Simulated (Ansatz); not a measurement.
# HCl (hydrogen chloride) at CCSD/def2-TZVPPD

Aim: the vertical ionisation energy of HCl (hydrogen chloride) at CCSD/def2-TZVPPD, from 2 runs. 

Program for the calculation: Ansatz 0.2.0.

15 further runs of the same task are left out: 15 set aside as unsound or not needed.

### Step 1. Starting point

The species is HCl (2 atoms), meant as a singlet with charge 0. SMILES: `Cl`. The shape is that of a PBE0-D4/def2-TZVP optimisation.

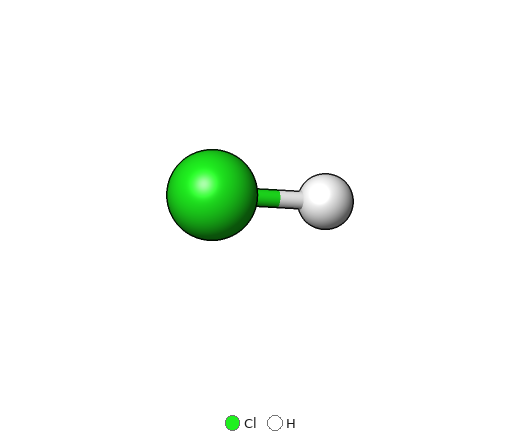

The structure, seen from a chosen angle (chlorine green, hydrogen white).

### Step 2. The energy at CCSD/def2-TZVPPD

molecule.yaml

```yaml
crystal:
  periodic: [false, false, false]
  atoms:
    - {symbol: Cl, position_ang: [0.546000, -0.178500, 0.280800]}
    - {symbol: H, position_ang: [-0.546000, 0.178500, -0.280800]}
basis:
  gaussian:
    orbitals: def2-TZVPPD.json
accuracy: high
correlation:
  method: ccsd
  frozen_orbitals: {Cl: 5, H: 0}
scf:
  omitted_lower_state_checks: [cluster_reference, increment]
```

The basis set def2-TZVPPD is read from a file made from the Basis Set Exchange's data (not shown).

Started as:

```bash
$ ansatz run molecule.yaml --threads 1 --pin off --max-ram 2610MiB --events-out events.jsonl --progress --plain --runs-dir runs
```

Output, cut to the lines that bear on the results:

```text
Warning: RAYON_NUM_THREADS=1 ignored (pool sized by the plan → 1); use --threads N
Functional definition: HF
  name "HF"
[...]
849 factors; integrals over basis functions are off by at most 3.7e-9 eV
[...]
mean field -12519.95662759 eV, -460.0999197327 hartree, gradient 2.0e-8 eV, S^2 0.000000; 0 other end points of the search recorded, 0 dependent functions left out
5 core orbitals not correlated: weight in the atoms' cores, before any rotation towards them, 1.000 or more for the frozen orbitals, at most 0.000 for the correlated occupied ones
reference -12519.95662759 eV, -460.0999197327 hartree; 4, 4 occupied and 59, 59 virtual orbitals, 849 factors
second order -5.58050873 eV of doubles, -0.00000000 eV of singles
cycle   1  -5.99497054 eV  change   -4.1e-1 eV  update   3.9e-2
[...]
cycle  19  -6.13747462 eV  change  -2.2e-10 eV  update  3.5e-10
Total energy: -12526.09410222 eV, -460.3254677650 hartree
Checks for a lower state left out: cluster_reference, increment
```

Run time: 0.96 s. Hardware: 1 thread of Intel Xeon 6975P-C (Granite Rapids), shared host; peak memory 0.2 GiB.

### Step 3. The doublet cation

in.yaml

```yaml
basis:
  gaussian:
    orbitals: def2-TZVPPD.json
crystal:
  periodic: [false, false, false]
  atoms:
    - symbol: Cl
      position_ang: [0.546000, -0.178500, 0.280800]
    - symbol: H
      position_ang: [-0.546000, 0.178500, -0.280800]
total_charge: 1
accuracy: high
scf:
  omitted_lower_state_checks: [cluster_reference, increment]
correlation:
  method: ccsd
  frozen_orbitals: {Cl: 5, H: 0}
magnetization:
  spin_polarized: true
  initial_magnetization: 1
```

The basis set def2-TZVPPD is read from a file made from the Basis Set Exchange's data (not shown).

Started as:

```bash
$ ansatz run in.yaml --threads 1 --pin off --max-ram 2610MiB --events-out events.jsonl --progress --plain --runs-dir runs
```

Output, cut to the lines that bear on the results:

```text
Warning: RAYON_NUM_THREADS=1 ignored (pool sized by the plan → 1); use --threads N
[... 2 set-up lines as earlier in the session ...]
[...]
849 factors; integrals over basis functions are off by at most 3.7e-9 eV
[...]
mean field -12508.43318484 eV, -459.6764410224 hartree, gradient 4.1e-8 eV, S^2 0.761862; 2 other end points of the search recorded, 0 dependent functions left out
5 core orbitals not correlated: weight in the atoms' cores, before any rotation towards them, 1.000 or more for the frozen orbitals, at most 0.000 for the correlated occupied ones
reference -12508.43318484 eV, -459.6764410224 hartree; 4, 3 occupied and 59, 60 virtual orbitals, 849 factors
second order -4.39568889 eV of doubles, -0.00000000 eV of singles
cycle   1  -4.91990245 eV  change   -5.2e-1 eV  update   4.3e-2
[...]
cycle  20  -5.09598175 eV  change   2.1e-10 eV  update  2.7e-10
Total energy: -12513.52916659 eV, -459.8637148974 hartree
Checks for a lower state left out: cluster_reference, increment
```

Wall time 2 s (1 thread of Intel Xeon 6975P-C (Granite Rapids), shared host); peak memory 0.34 GiB.

### Step 4. Results

At CCSD/def2-TZVPPD, 5 core orbitals frozen:

| quantity | value |
| --- | --- |
| singlet HCl: total energy | -460.32547 Eh |
| singlet HCl: correlation energy (5 core orbitals frozen) | -225.5 mEh |
| singlet HCl: T1 diagnostic | 0.006 |
| doublet cation: total energy | -459.86371 Eh |
| doublet cation: correlation energy (5 core orbitals frozen) | -187.3 mEh |
| doublet cation: ⟨S²⟩ of the reference determinant | 0.762 |
| doublet cation: T1 diagnostic | 0.009 |
| vertical ionisation energy (to the doublet cation) | 12.565 eV |

**Reading.** The vertical ionisation energy comes to 12.56 eV (1212 kJ/mol).
